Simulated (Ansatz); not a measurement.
## Electronic structure of AlBH₆Si (SMILES [BH2][AlH][SiH3]) in real space

Input

```
crystal:
  periodic: [false, false, false]
  atoms:
    - {symbol: B, position_ang: [-1.144528, 1.030239, -1.599186]}
    - {symbol: Al, position_ang: [0.282409, 0.910839, -0.051042]}
    - {symbol: Si, position_ang: [0.658787, -1.208274, 1.153160]}
    - {symbol: H, position_ang: [-0.882622, 0.770694, -2.741529]}
    - {symbol: H, position_ang: [-2.291789, 1.324636, -1.404770]}
    - {symbol: H, position_ang: [1.172659, 2.165435, 0.370032]}
    - {symbol: H, position_ang: [1.972256, -1.794053, 0.750799]}
    - {symbol: H, position_ang: [-0.382181, -2.238443, 0.874702]}
    - {symbol: H, position_ang: [0.703408, -1.007270, 2.630634]}
basis:
  gaussian: {orbitals: def2-TZVPP}
hamiltonian: {xc: pbe0, dispersion: d4}
output: {orbitals: {seedname: orbitals}}
```

Command:

```sh
ansatz run in.yaml --threads 2 --pin off --events-out ev --progress --plain --max-ram 4352MiB
```

Geometry: PBE0-D4/def2-TZVP.

Theory: RKS PBE0-D4/def2-TZVPP (Ansatz 0.2.0).

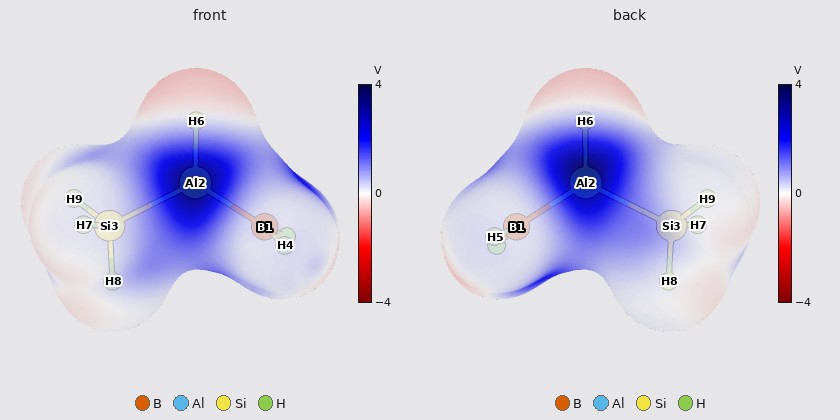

Figure 1. The molecular electrostatic potential painted on the density surface at 0.002 e/bohr³, seen from the front and from behind; the colour scale runs from red (negative) to blue (positive).

**Where is the surface potential most negative and most positive?**

The most negative region (about −0.4 V, or −9 kcal/mol for a unit charge) lies over H6, the most positive (about +3.5 V, or +81 kcal/mol for a unit charge) over Al2.

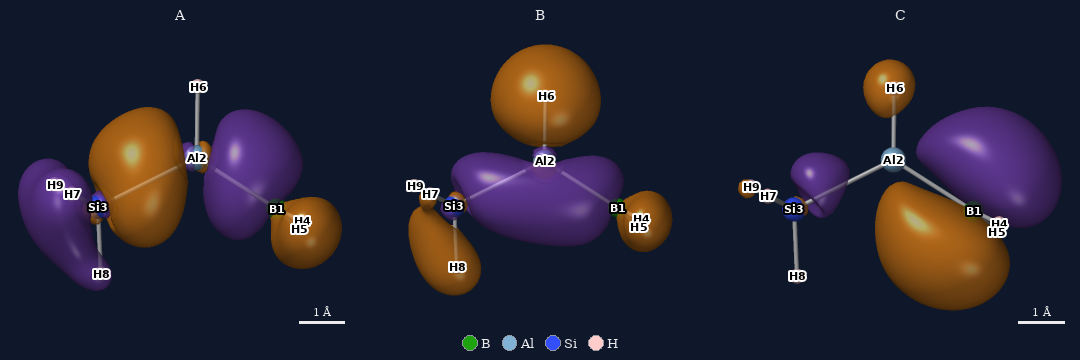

Figure 2. Three frontier orbitals at ±0.08 Å⁻³ᐟ² (orange and purple are the two phases), in no order.

**Order the three orbitals by energy and name them.**

B is the HOMO−1 (−8.00 eV). By Hirshfeld shares it lies mainly on Al2 (about 30 %), H6 (about 30 %), B1 (about 15 %) and Si3 (about 15 %). A is the HOMO (−7.19 eV). It lies mainly on Si3 (about 30 %), Al2 (about 30 %) and B1 (about 25 %). C is the LUMO (−2.41 eV). Its weight (Hirshfeld) is mainly on B1 (about 60 %), Al2 (about 15 %), H4 (about 5 %) and H5 (about 5 %).

**What is the HOMO–LUMO gap?**

4.78 eV between the orbital energies.

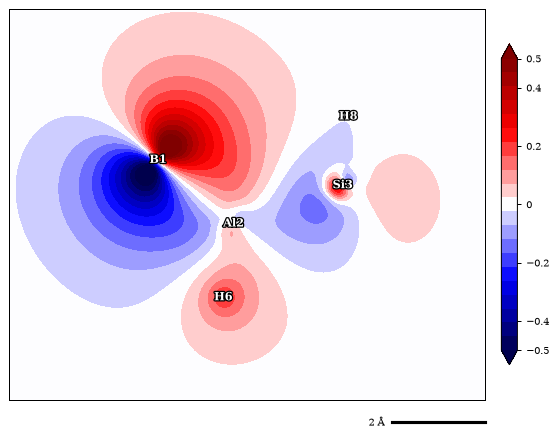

Figure 3. The LUMO on the plane of atoms B1, Al2 and H6 (values in Å⁻³ᐟ²; the overall sign is arbitrary).

**Describe this orbital and give its energy.**

It lies mainly on B1 (about 60 %), Al2 (about 15 %), H4 (about 5 %) and H5 (about 5 %). Its energy is −2.41 eV.
